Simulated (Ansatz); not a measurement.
Consider BP in the zinc blende structure (space group F-43m, No. 216; a = 4.5366 Å).

Now apply this change: every lattice vector is stretched by 1.00 %; the atoms relax in the strained cell.

Calculations: r2SCAN (Ansatz, a quantum-chemistry and plane-wave program), no spin-orbit coupling.

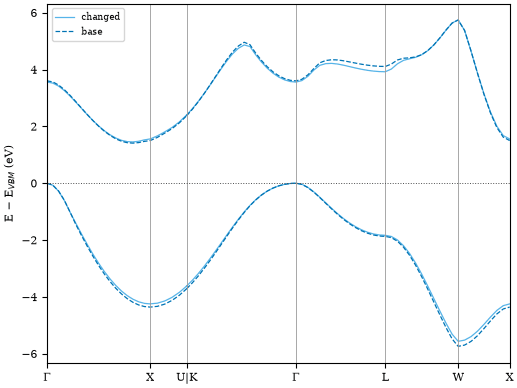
Figure. Highest valence and lowest conduction band along the path, each from its own valence-band maximum

**Question.** From the figure, how large is the changed gap, and is it direct?

**Answer.** About 1.5 eV, indirect, Γ → Γ–X (83 % along).

No phonon test of stability was made.
